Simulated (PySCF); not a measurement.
# BH3Cl− (SMILES [H][B-]([H])([H])Cl): levels of theory compared

Wanted: a comparison of 6 runs (B2PLYP/STO-6G, PBE/STO-6G, CCSDT(Q)/STO-6G, CCSDTQ/STO-6G, QCISD(T)/STO-6G, CCSD(T)/STO-6G) of BH3Cl−. 

Program for the calculation: PySCF 2.14.0.

3 further runs of the same task are left out: 3 set aside as unsound or not needed.

## 1. Starting point

BH3Cl−: 5 atoms, total charge -1, spin state singlet. SMILES: `[H][B-]([H])([H])Cl`. The B1–H4 distance was set to 2.175 Å, away from the relaxed value. At this shape a bond of the SMILES string is far longer than usual.

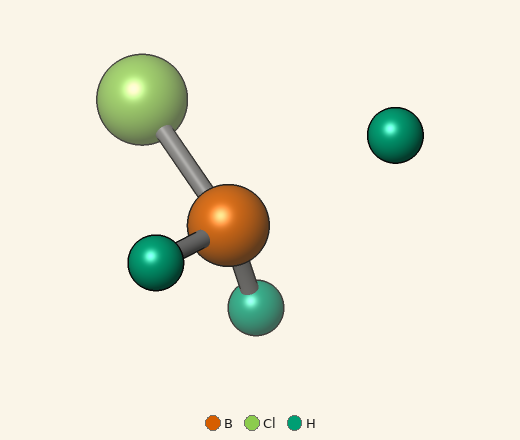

Viewed from a chosen angle; boron orange, chlorine green, hydrogen teal.

## 2. A single-point energy at B2PLYP/STO-6G (run 1)

run.py

```python
from pyscf import gto, dft, mp

system = gto.M(
    atom='''
B    0.466997  -0.801608   0.096976
Cl   0.481877  -0.824378   1.971316
H    1.620577  -0.791858  -0.258254
H   -0.586640   1.005700  -0.497000
H   -0.109703  -1.800818  -0.257094
''',
    charge=-1,
    verbose=4,
    spin=0,
    max_memory=1860,
    basis='sto-6g',
)

mf = dft.RKS(system)
mf.xc = '0.53*HF + 0.47*B88, 0.73*LYP'
mf.conv_tol = 1e-10
mf.grids.level = 5
mf.kernel()
if not mf.converged:
    mf = mf.newton().run(mf.mo_coeff, mf.mo_occ)

pt = mp.MP2(mf, frozen=6).run()
energy = mf.e_tot + 0.27 * pt.e_corr
print('PT2 part  %.8f' % (0.27 * pt.e_corr))
print('E(%s) = %.9f' % ('B2PLYP', energy))
```

On the command line:

```sh
$ OMP_NUM_THREADS=1 python run.py
```

The log of the run:

```text
PySCF version 2.14.0

[INPUT] num. atoms = 5
[INPUT] num. electrons = 26
[INPUT] charge = -1
[INPUT] spin (= nelec alpha-beta = 2S) = 0
[INPUT] symmetry False subgroup None
[INPUT] Mole.unit = angstrom
[INPUT] Symbol           X                Y                Z      unit          X                Y                Z       unit  Magmom
[INPUT]  1 B      0.466997000000  -0.801608000000   0.096976000000 AA    0.882496430994  -1.514819579260   0.183258080656 Bohr   0.0
[INPUT]  2 Cl     0.481877000000  -0.824378000000   1.971316000000 AA    0.910615555727  -1.557848643117   3.725247344973 Bohr   0.0
[INPUT]  3 H      1.620577000000  -0.791858000000  -0.258254000000 AA    3.062446693769  -1.496394749546  -0.488029330573 Bohr   0.0
[INPUT]  4 H     -0.586640000000   1.005700000000  -0.497000000000 AA   -1.108588933715   1.900497563475  -0.939193883909 Bohr   0.0
[INPUT]  5 H     -0.109703000000  -1.800818000000  -0.257094000000 AA   -0.207308625043  -3.403052820187  -0.485837248269 Bohr   0.0

nuclear repulsion = 40.1822755145912
number of shells = 11
number of NR pGTOs = 102
number of NR cGTOs = 17
basis = sto-6g
ecp = {}

******** <class 'pyscf.dft.rks.RKS'> ********
method = RKS
initial guess = minao
damping factor = 0
level_shift factor = 0
DIIS = <class 'pyscf.scf.diis.CDIIS'>
diis_start_cycle = 1
diis_space = 8
diis_damp = 0
SCF conv_tol = 1e-10
SCF conv_tol_grad = None
SCF max_cycles = 50
direct_scf = True
direct_scf_tol = 1e-13
XC library pyscf.dft.libxc version 7.0.0
    S. Lehtola, C. Steigemann, M. J.T. Oliveira, and M. A.L. Marques.,  SoftwareX 7, 1–5 (2018)
XC functionals = 0.53*HF + 0.47*B88, 0.73*LYP
    A. D. Becke.,  Phys. Rev. A 38, 3098 (1988)
    C. Lee, W. Yang, and R. G. Parr.,  Phys. Rev. B 37, 785 (1988)
    B. Miehlich, A. Savin, H. Stoll, and H. Preuss.,  Chem. Phys. Lett. 157, 200 (1989)
radial grids:
    Treutler-Ahlrichs [JCP 102, 346 (1995); DOI:10.1063/1.469408] (M4) radial grids

becke partition: Becke, JCP 88, 2547 (1988); DOI:10.1063/1.454033
pruning grids: <function nwchem_prune>
grids dens level: 5
symmetrized grids: False
atomic radii adjust function: <function treutler_atomic_radii_adjust>
small_rho_cutoff = 0
Set gradient conv threshold to 1e-05
Initial guess from minao.
tot grids = 156832
init E= -484.346049633266
  HOMO = -0.198333076254988  LUMO = 0.0480909507370493  gap/eV = 6.70554
cycle= 1 E= -484.759581070848  delta_E= -0.414  |g|= 0.194  |ddm|= 2.25
  HOMO = 0.0880742724831675  LUMO = 0.400547200325773  gap/eV = 8.50282
cycle= 2 E= -484.767966158461  delta_E= -0.00839  |g|= 0.179  |ddm|= 0.67
  HOMO = 0.0738973253152072  LUMO = 0.417951981680234  gap/eV = 9.36220
cycle= 3 E= -484.783586946076  delta_E= -0.0156  |g|= 0.0246  |ddm|= 0.348
  HOMO = 0.0754199697381375  LUMO = 0.418553552985793  gap/eV = 9.33714
cycle= 4 E= -484.783946544627  delta_E= -0.00036  |g|= 0.00194  |ddm|= 0.0507
  HOMO = 0.074699372544283  LUMO = 0.418433507281433  gap/eV = 9.35348
cycle= 5 E= -484.783949678193  delta_E= -3.13e-06  |g|= 0.000226  |ddm|= 0.00582
  HOMO = 0.0748781535642632  LUMO = 0.418482993548605  gap/eV = 9.34996
cycle= 6 E= -484.783949719897  delta_E= -4.17e-08  |g|= 4.6e-05  |ddm|= 0.000729
  HOMO = 0.0748451985896813  LUMO = 0.418467907354214  gap/eV = 9.35045
cycle= 7 E= -484.783949721748  delta_E= -1.85e-09  |g|= 2.87e-06  |ddm|= 0.000126
  HOMO = 0.0748428416596317  LUMO = 0.418469650522774  gap/eV = 9.35056
cycle= 8 E= -484.783949721753  delta_E= -5.23e-12  |g|= 4e-07  |ddm|= 8.27e-06
  HOMO = 0.0748432761635821  LUMO = 0.418469543253276  gap/eV = 9.35055
Extra cycle  E= -484.783949721754  delta_E= -9.09e-13  |g|= 3.73e-07  |ddm|= 1.5e-06
converged SCF energy = -484.783949721754

******** <class 'pyscf.mp.mp2.RMP2'> ********
nocc = 7, nmo = 11
frozen orbitals 6
E(RMP2) = -484.886037050517  E_corr = -0.102087328762489
E(SCS-RMP2) = -484.901136750366  E_corr = -0.117187028612207
E_corr(same-spin) = -0.0061358837339776
E_corr(oppo-spin) = -0.0959514450285116
PT2 part  -0.02756358
E(B2PLYP) = -484.811513301
```

It took 2.7 s on 1 thread of Arm Neoverse V1, shared host; peak memory 0.19 GiB.

## 3. A single-point energy at PBE/STO-6G (run 2)

run.py

```python
from pyscf import gto, dft

mol = gto.M(
    atom='''
B    0.466997  -0.801608   0.096976
Cl   0.481877  -0.824378   1.971316
H    1.620577  -0.791858  -0.258254
H   -0.586640   1.005700  -0.497000
H   -0.109703  -1.800818  -0.257094
''',
    max_memory=1860,
    basis='sto-6g',
    verbose=3,
    charge=-1,
)

mf = dft.RKS(mol, xc='pbe')
mf.grids.level = 5
mf.conv_tol = 1e-10
mf.kernel()
if not mf.converged:
    mf = mf.newton().run(mf.mo_coeff, mf.mo_occ)

e_final = mf.e_tot
print('E(%s) = %.9f' % ('PBE', e_final))
```

On the command line:

```sh
$ OMP_NUM_THREADS=1 python run.py
```

The log of the run:

```text
converged SCF energy = -484.808691826825
E(PBE) = -484.808691827
```

Wall time 3 s (1 thread of Arm Neoverse V1, shared host); peak memory 0.19 GiB.

Runs 3 to 5 aren't shown in full; the table further down has their settings and results.

## 4. A single-point energy at CCSD(T)/STO-6G (run 6)

run.py

```python
from pyscf import gto, scf, cc

mol = gto.M(
    atom='''
B      0.466997    -0.801608     0.096976
Cl     0.481877    -0.824378     1.971316
H      1.620577    -0.791858    -0.258254
H     -0.586640     1.005700    -0.497000
H     -0.109703    -1.800818    -0.257094
''',
    max_memory=1860,
    basis='sto-6g',
    verbose=3,
    charge=-1,
)

myscf = scf.RHF(mol)
myscf.conv_tol = 1e-10
myscf.kernel()
if not myscf.converged:
    myscf = myscf.newton().run(myscf.mo_coeff, myscf.mo_occ)

mycc = cc.CCSD(myscf, frozen=6)
mycc.kernel()
e_t = mycc.ccsd_t()
etot = mycc.e_tot + e_t
print('E(%s) = %.9f' % ('CCSD(T)', etot))
```

On the command line:

```sh
$ OMP_NUM_THREADS=1 python run.py
```

The log of the run:

```text
converged SCF energy = -484.132489110194
E(CCSD) = -484.2417872019705  E_corr = -0.109298091775974
CCSD(T) correction = -0.00189079353229801
E(CCSD(T)) = -484.243677996
```

Run time: 0.84 s. Hardware: 1 thread of Arm Neoverse V1, shared host; peak memory 0.1 GiB.

## 5. Overview of the runs

```csv
run,level,frozen core orbitals,integration grid,energy (Eh),HOMO energy (eV),LUMO energy (eV),HOMO–LUMO gap (eV),wall time
1,B2PLYP/STO-6G,6,5,-484.811513,2.04,11.39,9.35,2.7 s
2,PBE/STO-6G,–,5,-484.808692,4.13,8.94,4.81,3 s
3,CCSDT(Q)/STO-6G,6,–,-484.243664,0.53,14.06,13.53,1.6 s
4,CCSDTQ/STO-6G,6,–,-484.243643,0.53,14.06,13.53,5.7 s
5,QCISD(T)/STO-6G,6,–,-484.243830,0.53,14.06,13.53,0.84 s
6,CCSD(T)/STO-6G,6,–,-484.243678,0.53,14.06,13.53,0.84 s
```

## 6. What came out

| quantity | value |
| --- | --- |
| run 6: total energy | -484.24368 Eh |
| run 6: HOMO energy (Hartree–Fock orbitals) | 0.53 eV |
| run 6: LUMO energy (Hartree–Fock orbitals) | 14.06 eV |
| run 6: HOMO–LUMO gap (to an unbound level, set by the basis) | 13.53 eV |
| run 6: correlation energy (6 core orbitals frozen) | -111.2 mEh |
| run 6: (T) correction | -1.89 mEh |
| run 6: T1 diagnostic | 0.029 |

**Reading.** Totals of different functionals can't be ranked against each other. In runs 1, 2, 3, 4, 5, 6 the HOMO lies above zero, so the outermost electron may be held by the basis alone. In runs 1, 2, 3, 4, 5, 6 the basis is minimal, so the values are rough. All runs together took 15 s, the longest 5.7 s.
